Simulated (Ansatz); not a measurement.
**SiH2OF (SMILES O[SiH]F): UHF/STO-3G**

Aim: the energy change on altering one bond length of SiH2OF at UHF/STO-3G, from 2 runs. 

The results are computed with Ansatz 0.2.0.

65 further runs of the same task are left out: 5 that didn't finish, 60 set aside as unsound or not needed.

## (1) Starting point

SiH2OF: 5 atoms, total charge 0, spin state doublet. SMILES: `O[SiH]F`. The shape is that of a PBE0-D4/def2-TZVP optimisation. This is one conformer, not always the lowest.

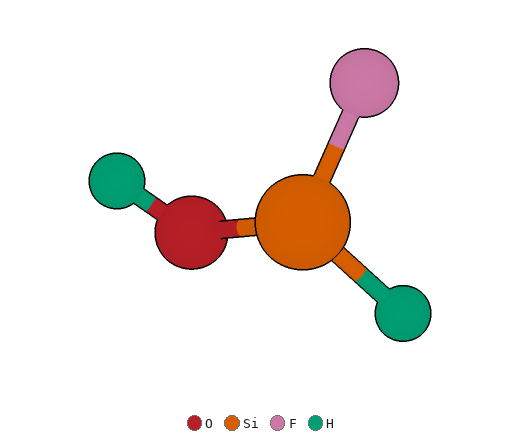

Viewed from a chosen angle; oxygen red, silicon orange, fluorine pink, hydrogen teal.

## (2) The energy at UHF/STO-3G

Input file input.yaml:

```yaml
crystal:
  periodic: [false, false, false]
  atoms:
    - {symbol: O, position_ang: [-0.615200, -0.884600, -0.276300]}
    - {symbol: Si, position_ang: [0.283900, 0.245700, 0.493100]}
    - {symbol: F, position_ang: [0.207000, 1.646500, -0.283100]}
    - {symbol: H, position_ang: [-1.564500, -0.765100, -0.338000]}
    - {symbol: H, position_ang: [1.688800, -0.242600, 0.404400]}
basis:
  gaussian: {orbitals: STO-3G}
accuracy: high
hamiltonian: {xc: hf}
magnetization: {spin_polarized: true, initial_magnetization: 1}
```

Started as:

```console
$ ansatz run input.yaml --threads 1 --pin off --max-ram 2610MiB --events-out events.jsonl --progress --plain --runs-dir runs
```

The log of the run:

```text
Warning: RAYON_NUM_THREADS=1 ignored (pool sized by the plan → 1); use --threads N
Functional definition: HF
  name "HF"
  exchange = exact_x
  correlation = 0
386 factors; integrals over basis functions are off by at most 3.1e-8 eV
mean field evaluation 1: about -12477.2128 eV, gradient 1.6e1 eV
mean field evaluation 2: about -12477.2823 eV, gradient 1.6e1 eV
mean field evaluation 4: about -12479.5159 eV, gradient 1.3e0 eV
mean field evaluation 8: about -12479.5523 eV, gradient 2.4e-4 eV
mean field -12479.55041634 eV, -458.6150188576 hartree, gradient 1.9e-8 eV, S^2 0.754679; 0 other end points of the search recorded, 0 dependent functions left out
reference -12479.55041634 eV, -458.6150188576 hartree; 17, 16 occupied and 4, 5 virtual orbitals, 386 factors
Total energy: -12479.55041634 eV, -458.6150188576 hartree
```

Run time: 0.16 s. Hardware: 1 thread of Arm Neoverse V1, shared host.

## (3) The distorted shape

Input file input.yaml:

```yaml
crystal:
  periodic: [false, false, false]
  atoms:
    - {symbol: O, position_ang: [-0.839948, -1.167141, -0.468627]}
    - {symbol: Si, position_ang: [0.283900, 0.245700, 0.493100]}
    - {symbol: F, position_ang: [0.207000, 1.646500, -0.283100]}
    - {symbol: H, position_ang: [-1.789248, -1.047641, -0.530327]}
    - {symbol: H, position_ang: [1.688800, -0.242600, 0.404400]}
basis:
  gaussian:
    orbitals: STO-3G
magnetization:
  spin_polarized: true
  initial_magnetization: 1
accuracy: high
hamiltonian:
  xc: hf
```

Started as:

```console
$ ansatz run input.yaml --threads 1 --pin off --max-ram 2610MiB --events-out events.jsonl --progress --plain --runs-dir runs
```

The log of the run:

```text
Warning: RAYON_NUM_THREADS=1 ignored (pool sized by the plan → 1); use --threads N
[... 4 set-up lines as earlier in the session ...]
378 factors; integrals over basis functions are off by at most 4.5e-8 eV
mean field evaluation 1: about -12473.6128 eV, gradient 2.1e1 eV
mean field evaluation 2: about -12473.6849 eV, gradient 2.1e1 eV
mean field evaluation 4: about -12477.8400 eV, gradient 2.1e0 eV
mean field evaluation 8: about -12478.0399 eV, gradient 4.0e-1 eV
mean field evaluation 16: about -12478.0526 eV, gradient 2.8e-8 eV
mean field evaluation 32: about -12476.5787 eV, gradient 8.7e-1 eV
mean field -12478.05264868 eV, -458.5599769110 hartree, gradient 3.8e-8 eV, S^2 0.871028; 0 other end points of the search recorded, 0 dependent functions left out
reference -12478.05264868 eV, -458.5599769110 hartree; 17, 16 occupied and 4, 5 virtual orbitals, 378 factors
Total energy: -12478.05264868 eV, -458.5599769110 hartree
```

Run time: 0.18 s. Hardware: 1 thread of Arm Neoverse V1, shared host.

## (4) What came out

At UHF/STO-3G:

```
                                                          quantity          value
                                         first shape: total energy  -458.61502 Eh
                                                 first shape: ⟨S²⟩          0.755
                                     distorted shape: total energy  -458.55998 Eh
                                             distorted shape: ⟨S²⟩          0.871
energy change with the O1–Si2 bond stretched from 1.636 to 2.046 Å       1.498 eV
```

In words: With the O1–Si2 bond stretched from 1.636 to 2.046 Å the energy rises by 1.50 eV (35 kcal/mol). The first shape isn't relaxed at this level, so the change isn't measured from a minimum. The minimal basis adds a large error of its own. ⟨S²⟩ (distorted shape) is 0.87 where a pure doublet has 0.75: the reference is spin-contaminated.
